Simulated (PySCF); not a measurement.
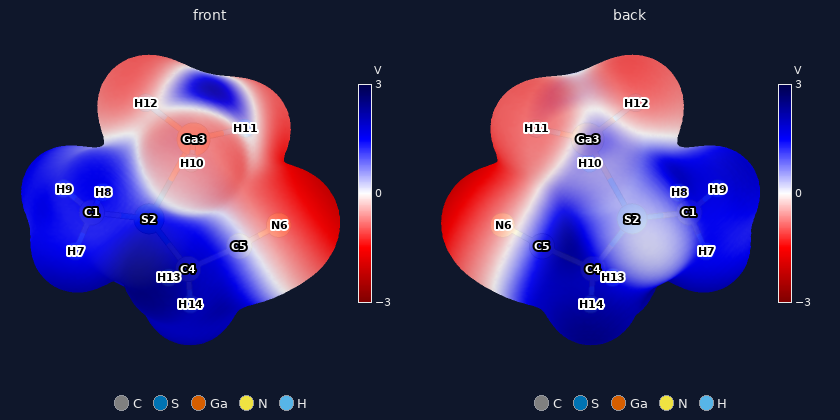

Figure. C$_{3}$H$_{8}$GaNS. The electrostatic potential painted on the density surface at 0.004 e/bohr³, seen from the front and from behind; red is negative and blue positive.

Geometry: GFN2-xTB.

Computed with PySCF 2.14.0, CAM-B3LYP/def2-SVPD, SCF density, gas phase.

```xyz
14

C    -1.2726   -1.3597   -0.0505
S    -0.1412   -0.6586   -1.2825
Ga   -0.7241    1.7237   -0.5671
C     1.4686   -0.7272   -0.3739
C     1.9989    0.6070   -0.3828
N     2.3415    1.6973   -0.4364
H    -0.8809   -2.3118    0.2954
H    -1.4190   -0.6570    0.7735
H    -2.2150   -1.5166   -0.5700
H    -0.3159    1.5027    0.9195
H    -0.0026    2.6880   -1.5055
H    -2.2492    1.4940   -0.8020
H     1.2833   -1.0609    0.6476
H     2.1274   -1.4214   -0.8981
```

> Which sites attract a positive test charge, and which a negative one?

A positive charge is drawn to the negative regions and a negative charge to the positive ones. The most negative region (about −2.0 V, or −46 kcal/mol for a unit charge) lies over N6, the most positive (about +2.6 V, or +60 kcal/mol for a unit charge) over H13. N6 is the likeliest acceptor of a hydrogen bond.
